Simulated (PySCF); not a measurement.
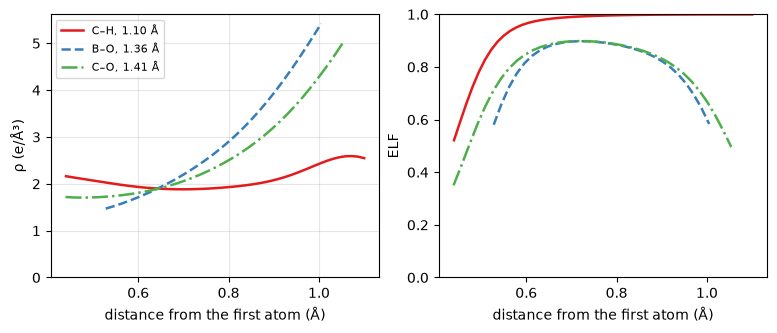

Figure. C$_{3}$H$_{9}$BO$_{3}$ (SMILES COB(OC)OC). Electron density and ELF along straight lines between neighbouring atoms. The curves leave out the atomic cores.

Geometry: PBE0-D3(BJ)/ma-def2-SVP.

These are results of DFT single point, gas phase, functional wB97X in PySCF, not measurements.

```xyz
16

C    -0.0786    2.3023   -0.7794
O     0.5746    1.2255   -0.1563
B    -0.0022    0.0001   -0.0065
O     0.6745   -0.9981    0.6278
C     1.9746   -0.8303    1.1354
O    -1.2530   -0.2313   -0.4956
C    -1.8994   -1.4718   -0.3591
H    -0.9964    1.9795   -1.2931
H    -0.3418    3.0641   -0.0280
H     0.6047    2.7600   -1.5107
H     1.9930   -1.1432    2.1907
H     2.6761   -1.4673    0.5735
H     2.3078    0.2156    1.0629
H    -2.7120   -1.3908    0.3808
H    -2.3398   -1.7526   -1.3276
H    -1.2035   -2.2597   -0.0344
```

> What can be read from the curves?

C–H (1.10 Å): the density is about 2 e/Å³ at the midpoint; the ELF climbs to about 1 towards the hydrogen, as it does in any bond to H (an ordinary covalent bond to hydrogen).
B–O (1.36 Å): ρ is about 2.1 e/Å³ halfway; the ELF peaks at about 0.90 between the atoms; a polar covalent bond.
C–O (1.41 Å): ρ at the midpoint is about 2.1 e/Å³, with its minimum of 1.7 e/Å³ about 0.5 Å from C; the ELF peaks at about 0.90 between the atoms, as expected for a polar covalent bond.
